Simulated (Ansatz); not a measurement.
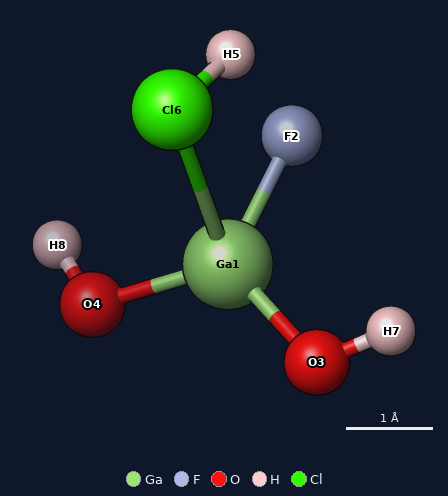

*The starting structure (ball-and-stick view, seen at a tilt; atoms are numbered from 1 in the order of the input). Sticks mark near contacts.*

Bond lengths as drawn: Cl–Ga 2.72 Å, Cl–H 1.29 Å, F–Ga 1.79 Å, Ga–O 1.77 Å and H–O 0.96 Å.

**Nudged elastic band of GaH$_{3}$ClO$_{2}$F**

- system: GaH$_{3}$ClO$_{2}$F
- method: RKS PBE0-D4/cc-pVDZ (Ansatz 0.2.0)

Figures and captions count atoms from 1; the log counts them from 0 in places.

## Input
```yaml
crystal:
  periodic: [false, false, false]
  atoms:
    - {symbol: Ga, position_ang: [-0.530048, 0.040242, 0.132873]}
    - {symbol: F, position_ang: [0.337328, 1.583365, -0.100333]}
    - {symbol: O, position_ang: [-1.496870, -0.575965, -1.210418]}
    - {symbol: O, position_ang: [-0.743654, -0.546830, 1.784727]}
    - {symbol: H, position_ang: [2.009296, 0.478433, -0.509856]}
    - {symbol: Cl, position_ang: [1.979983, -0.815365, -0.489949]}
    - {symbol: H, position_ang: [-1.338225, -0.103481, -2.030568]}
    - {symbol: H, position_ang: [-0.217810, -0.060398, 2.423421]}
basis:
  gaussian: {orbitals: cc-pVDZ}
hamiltonian: {xc: pbe0, dispersion: d4}
neb:
  images: 7
  climbing: immediate
  max_iterations: 25
  initial_path: idpp
  final_atoms:
    - {symbol: Ga, position_ang: [-0.327065, -0.347800, 0.084135]}
    - {symbol: F, position_ang: [0.721511, 1.648101, -0.192809]}
    - {symbol: O, position_ang: [-1.544537, -0.296902, -1.193424]}
    - {symbol: O, position_ang: [-0.804563, -0.272590, 1.782172]}
    - {symbol: H, position_ang: [1.527020, 1.205963, -0.389515]}
    - {symbol: Cl, position_ang: [1.684114, -1.071308, -0.410100]}
    - {symbol: H, position_ang: [-1.182360, -0.451012, -2.068398]}
    - {symbol: H, position_ang: [-0.074120, -0.414452, 2.387839]}
```

Command:
```bash
ansatz run in.yaml --threads 8 --pin off --events-out ev --progress --plain --max-ram 19148MiB
```

## The program's output
```
Functional definition: PBE0
  name "PBE0"
  cite "Adamo & Barone, J. Chem. Phys. 110, 6158 (1999) doi:10.1063/1.478522"
  cite "Perdew, Burke & Ernzerhof, Phys. Rev. Lett. 77, 3865 (1996) doi:10.1103/PhysRevLett.77.3865"
  parent pbe
  parameter a = 0.25
  parameter kappa = 0.804
  parameter beta = 0.06672455060314922
  exchange = (1 - a)*pbe_x(kappa = kappa, mu = beta*pi^2/3) + a*exact_x
  correlation = pbe_c(beta = beta)
1142 factors; integrals over basis functions are off by at most 3.4e-4 eV
mean field evaluation 1: about -71735.3079 eV, gradient 7.5e1 eV
mean field evaluation 2: about -71714.7017 eV, gradient 1.3e2 eV
mean field evaluation 4: about -71744.8474 eV, gradient 7.4e0 eV
mean field evaluation 8: about -71744.9448 eV, gradient 3.9e-2 eV
mean field -71744.94482636 eV, -2636.5780918987 hartree, gradient 4.0e-5 eV, S^2 0.000000; 0 other end points of the search recorded, 0 dependent functions left out
the calculation of the forces begins
reference -71744.94485739 eV, -2636.5780930388 hartree; 38, 38 occupied and 64, 64 virtual orbitals, 1142 factors
1143 factors; integrals over basis functions are off by at most 1.2e-3 eV
mean field evaluation 16: about -71736.1628 eV, gradient 7.2e1 eV
mean field -71745.42140271 eV, -2636.5956057564 hartree, gradient 5.5e-6 eV, S^2 0.000000; 0 other end points of the search recorded, 0 dependent functions left out
[... from here on the field's lines of each further geometry are left out, up to the last ...]
WARN: NEB end point (image 0): max|allowed force component| = 4.079e-1 eV/Å (the criterion of neb.relax_end_points is 1.000e-2). That is over neb.f_tol: it is no minimum, so the barrier can be far off. Relax it first
WARN: NEB end point (image 8): max|allowed force component| = 3.806e-1 eV/Å (the criterion of neb.relax_end_points is 1.000e-2). That is over neb.f_tol: it is no minimum, so the barrier can be far off. Relax it first
NEB iter   1: max|band force component| = 2.549e0 eV/Å  barrier→ = 0.9706 eV  barrier← = 1.4491 eV  CI = image 4  Δτ_max = 0.2000 Å  (240 SCF iters)
NEB iter   2: max|band force component| = 2.187e0 eV/Å  barrier→ = 0.1961 eV  barrier← = 0.6746 eV  CI = image 4  Δτ_max = 0.2000 Å  (202 SCF iters)
NEB iter   3: max|band force component| = 3.178e0 eV/Å  barrier→ = 0.2061 eV  barrier← = 0.6846 eV  CI = image 4  Δτ_max = 0.0982 Å  (197 SCF iters)
NEB iter   4: max|band force component| = 5.255e-1 eV/Å  barrier→ = -0.0327 eV  barrier← = 0.4457 eV  CI = image 3  Δτ_max = 0.0571 Å  (187 SCF iters)
NEB iter   5: max|band force component| = 3.080e-1 eV/Å  barrier→ = -0.0362 eV  barrier← = 0.4423 eV  CI = image 3  Δτ_max = 0.0641 Å  (187 SCF iters)
NEB iter   6: max|band force component| = 3.274e-1 eV/Å  barrier→ = -0.0372 eV  barrier← = 0.4412 eV  CI = image 1  Δτ_max = 0.0320 Å  (186 SCF iters)
NEB iter   7: max|band force component| = 1.361e-1 eV/Å  barrier→ = -0.0332 eV  barrier← = 0.4453 eV  CI = image 1  Δτ_max = 0.0430 Å  (186 SCF iters)
NEB iter   8: max|band force component| = 3.696e-1 eV/Å  barrier→ = -0.0206 eV  barrier← = 0.4579 eV  CI = image 1  Δτ_max = 0.0636 Å  (182 SCF iters)
NEB iter   9: max|band force component| = 3.360e-1 eV/Å  barrier→ = -0.0149 eV  barrier← = 0.4636 eV  CI = image 1  Δτ_max = 0.1284 Å  (191 SCF iters)
NEB iter  10: max|band force component| = 3.841e-1 eV/Å  barrier→ = -0.0294 eV  barrier← = 0.4491 eV  CI = image 1  Δτ_max = 0.0781 Å  (190 SCF iters)
NEB iter  11: max|band force component| = 2.451e-1 eV/Å  barrier→ = -0.0288 eV  barrier← = 0.4497 eV  CI = image 1  Δτ_max = 0.1394 Å  (185 SCF iters)
NEB iter  12: max|band force component| = 2.066e-1 eV/Å  barrier→ = -0.0368 eV  barrier← = 0.4416 eV  CI = image 1  Δτ_max = 0.0389 Å  (186 SCF iters)
NEB iter  13: max|band force component| = 6.807e-1 eV/Å  barrier→ = -0.0383 eV  barrier← = 0.4402 eV  CI = image 2  Δτ_max = 0.0729 Å  (182 SCF iters)
NEB iter  14: max|band force component| = 7.418e-2 eV/Å  barrier→ = -0.0374 eV  barrier← = 0.4411 eV  CI = image 2  Δτ_max = 0.0267 Å  (183 SCF iters)
NEB iter  15: max|band force component| = 5.913e-2 eV/Å  barrier→ = -0.0380 eV  barrier← = 0.4404 eV  CI = image 2  Δτ_max = 0.0229 Å  (177 SCF iters)
the calculation of the forces begins
reference -71745.42885248 eV, -2636.5958795305 hartree; 38, 38 occupied and 64, 64 virtual orbitals, 1143 factors
these checks for a lower state are left out or cut short: stability, starts, cluster_reference, orbital_swaps, neighbouring_geometries, increment
1143 factors; integrals over basis functions are off by at most 1.1e-3 eV
mean field -71745.42851693 eV, -2636.5958671992 hartree, gradient 1.2e-6 eV, S^2 0.000000; 0 other end points of the search recorded, 0 dependent functions left out
the calculation of the forces begins
reference -71745.42854671 eV, -2636.5958682934 hartree; 38, 38 occupied and 64, 64 virtual orbitals, 1143 factors
NEB iter  16: max|band force component| = 2.977e-2 eV/Å  barrier→ = -0.0384 eV  barrier← = 0.4400 eV  CI = image 2  Δτ_max = 0.0000 Å  (1091 SCF iters)
```

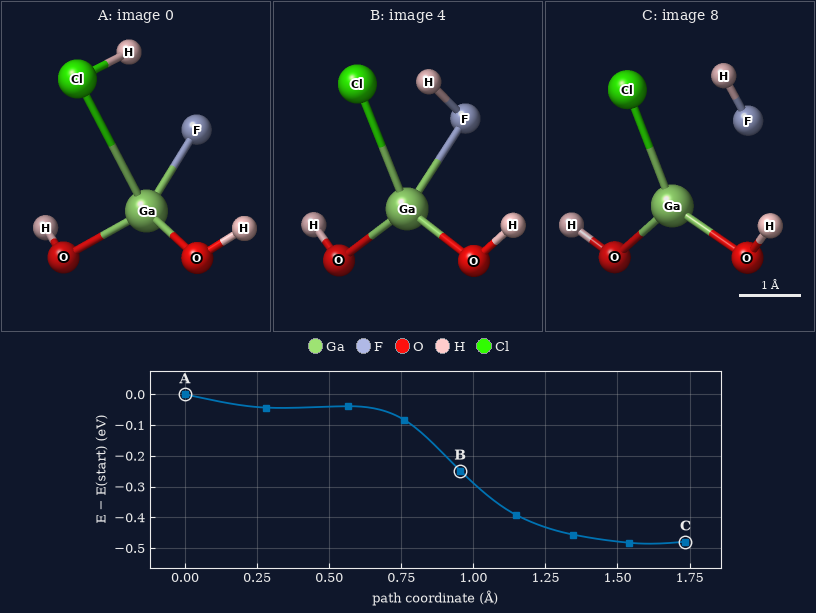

*Images of the last band (counted from 0; ball-and-stick, seen at a tilt) above the energy along the path; the line is a cubic interpolation that uses the forces.*

No image lies above both ends; the end is 0.478 eV below the start. The path is 1.74 Å long. The band converged in 16 iterations. The end points carry forces over 0.1 eV/Å, so they aren't fully relaxed minima and the barriers are approximate.

```
Total energy: -71745.12921821 eV, -2636.5848681740 hartree
Atom 0 at    -0.467878    -0.060159     0.118706 Å, force     0.004998     0.003848    -0.004537 eV/Å
Atom 1 at     0.535956     1.491522    -0.147924 Å, force    -0.003869    -0.006253     0.003028 eV/Å
Atom 2 at    -1.533226    -0.521661    -1.223886 Å, force     0.006198     0.000374    -0.000522 eV/Å
Atom 3 at    -0.769406    -0.493107     1.813407 Å, force     0.006452     0.000141    -0.002372 eV/Å
Atom 4 at     1.614740     0.600959    -0.411740 Å, force     0.008156    -0.011373    -0.004482 eV/Å
Atom 5 at     1.960223    -0.747541    -0.489029 Å, force    -0.014007     0.014090     0.005767 eV/Å
Atom 6 at    -1.231192    -0.157984    -2.066106 Å, force    -0.004531    -0.000423     0.000125 eV/Å
Atom 7 at    -0.109218    -0.112028     2.406468 Å, force    -0.003398    -0.000404     0.002993 eV/Å
Dipole moment:     0.302438     0.216301    -0.077550 e Å
```

## The last band as extended XYZ (Å, eV, eV/Å)
```
8
Properties=species:S:1:pos:R:3:forces:R:3 image=0 energy=-71745.09074
Ga   -0.5300    0.0402    0.1329    0.0131   0.0435  -0.0038
F     0.3373    1.5834   -0.1003    0.2418   0.2258  -0.0629
O    -1.4969   -0.5760   -1.2104   -0.2646  -0.3041  -0.0117
O    -0.7437   -0.5468    1.7847   -0.2261  -0.3024   0.1410
H     2.0093    0.4784   -0.5099   -0.0688   0.4079   0.0133
Cl    1.9800   -0.8154   -0.4899    0.0801  -0.3861  -0.0163
H    -1.3382   -0.1035   -2.0306    0.0634   0.1558  -0.2241
H    -0.2178   -0.0604    2.4234    0.1611   0.1595   0.1646
8
Properties=species:S:1:pos:R:3:forces:R:3 image=1 energy=-71745.13378
Ga   -0.5161    0.0048    0.1296   -0.0052  -0.0150   0.0005
F     0.4550    1.5208   -0.1298    0.0222  -0.0055  -0.0048
O    -1.5232   -0.5642   -1.2181   -0.0033   0.0016   0.0029
O    -0.7631   -0.5345    1.8037   -0.0040   0.0017  -0.0010
H     1.7973    0.5322   -0.4566   -0.0307   0.0146   0.0067
Cl    2.0371   -0.7743   -0.5044    0.0073  -0.0041  -0.0014
H    -1.3054   -0.1139   -2.0441    0.0056   0.0033  -0.0071
H    -0.1816   -0.0710    2.4196    0.0081   0.0034   0.0041
8
Properties=species:S:1:pos:R:3:forces:R:3 image=2 energy=-71745.12919
Ga   -0.4679   -0.0602    0.1187    0.0050   0.0038  -0.0045
F     0.5360    1.4915   -0.1479   -0.0039  -0.0063   0.0030
O    -1.5332   -0.5217   -1.2239    0.0062   0.0004  -0.0005
O    -0.7694   -0.4931    1.8134    0.0065   0.0001  -0.0024
H     1.6147    0.6010   -0.4117    0.0082  -0.0114  -0.0045
Cl    1.9602   -0.7475   -0.4890   -0.0140   0.0141   0.0058
H    -1.2312   -0.1580   -2.0661   -0.0045  -0.0004   0.0001
H    -0.1092   -0.1120    2.4065   -0.0034  -0.0004   0.0030
8
Properties=species:S:1:pos:R:3:forces:R:3 image=3 energy=-71745.17293
Ga   -0.4155   -0.1393    0.1062    0.1604  -0.2270  -0.0401
F     0.6174    1.4746   -0.1681    0.2402  -0.0689  -0.0583
O    -1.5373   -0.5021   -1.2206   -0.0065   0.0585   0.0128
O    -0.7744   -0.4739    1.8120   -0.0115   0.0578  -0.0096
H     1.5226    0.6940   -0.3896   -0.2640   0.2780   0.0622
Cl    1.9120   -0.7675   -0.4766   -0.1535  -0.0527   0.0411
H    -1.2239   -0.1660   -2.0698    0.0150  -0.0231  -0.0122
H    -0.1010   -0.1198    2.4064    0.0198  -0.0226   0.0040
8
Properties=species:S:1:pos:R:3:forces:R:3 image=4 energy=-71745.33865
Ga   -0.3667   -0.2297    0.0947    0.2151  -0.4558  -0.0512
F     0.6715    1.4855   -0.1818    0.2716   0.0492  -0.0683
O    -1.5417   -0.4822   -1.2147    0.0052   0.1132   0.0387
O    -0.7811   -0.4544    1.8084   -0.0137   0.1120  -0.0390
H     1.4626    0.8111   -0.3757   -0.2756   0.5589   0.0643
Cl    1.8638   -0.8209   -0.4637   -0.2553  -0.2649   0.0679
H    -1.2156   -0.1778   -2.0710    0.0253  -0.0565  -0.0083
H    -0.0928   -0.1315    2.4036    0.0273  -0.0561  -0.0041
8
Properties=species:S:1:pos:R:3:forces:R:3 image=5 energy=-71745.48300
Ga   -0.3293   -0.3194    0.0861    0.0832  -0.2313  -0.0188
F     0.6795    1.5289   -0.1841    0.0347   0.1089  -0.0104
O    -1.5446   -0.4579   -1.2051    0.0027   0.0858   0.0316
O    -0.7884   -0.4305    1.8008   -0.0128   0.0850  -0.0313
H     1.4448    0.9378   -0.3728   -0.0238   0.3063   0.0044
Cl    1.8157   -0.8869   -0.4503   -0.1388  -0.2031   0.0372
H    -1.1998   -0.2091   -2.0717    0.0280  -0.0759  -0.0023
H    -0.0778   -0.1629    2.3970    0.0269  -0.0758  -0.0104
8
Properties=species:S:1:pos:R:3:forces:R:3 image=6 energy=-71745.54624
Ga   -0.3185   -0.3599    0.0837   -0.0004  -0.0350   0.0011
F     0.6695    1.5745   -0.1822    0.0002   0.0454  -0.0019
O    -1.5510   -0.4169   -1.1972   -0.0021   0.0490   0.0103
O    -0.7983   -0.3892    1.7959   -0.0071   0.0489  -0.0096
H     1.4542    1.0565   -0.3766    0.0131   0.1132  -0.0027
Cl    1.7776   -0.9482   -0.4391   -0.0402  -0.0756   0.0105
H    -1.1783   -0.2810   -2.0770    0.0179  -0.0729  -0.0044
H    -0.0552   -0.2357    2.3924    0.0187  -0.0730  -0.0033
8
Properties=species:S:1:pos:R:3:forces:R:3 image=7 energy=-71745.57299
Ga   -0.3209   -0.3499    0.0841   -0.0022   0.0047   0.0006
F     0.6515    1.6178   -0.1790    0.0006   0.0178  -0.0006
O    -1.5516   -0.3745   -1.1998   -0.0004   0.0261   0.0003
O    -0.7978   -0.3458    1.7975   -0.0005   0.0262  -0.0008
H     1.4568    1.1516   -0.3776    0.0098   0.0393  -0.0026
Cl    1.7542   -0.9654   -0.4323   -0.0176  -0.0200   0.0047
H    -1.1581   -0.3890   -2.0811    0.0051  -0.0469  -0.0004
H    -0.0342   -0.3449    2.3881    0.0050  -0.0471  -0.0012
8
Properties=species:S:1:pos:R:3:forces:R:3 image=8 energy=-71745.56921
Ga   -0.3146   -0.3595    0.0826    0.1866   0.1389  -0.0483
F     0.6637    1.6733   -0.1831   -0.1819  -0.0042   0.0458
O    -1.5371   -0.3416   -1.1911   -0.3806   0.0579   0.0137
O    -0.7892   -0.3127    1.7825   -0.3420   0.0593   0.1670
H     1.4834    1.2606   -0.3852    0.1464  -0.0807  -0.0361
Cl    1.7188   -1.0097   -0.4225    0.2051  -0.0543  -0.0511
H    -1.1725   -0.4769   -2.0682    0.1329  -0.0604  -0.2454
H    -0.0524   -0.4336    2.3850    0.2334  -0.0565   0.1544
```

## Results in brief

```csv
quantity,value
outcome,converged
"barrier, forward",−0.038 eV
"barrier, backward",0.440 eV
dipole moment (one image of the band),1.82 D
hardware,"8 threads of Intel Xeon, 31 GiB of memory available, shared host"
wall time,92 s (CPU time 9.7 min)
peak memory,0.52 GiB
```
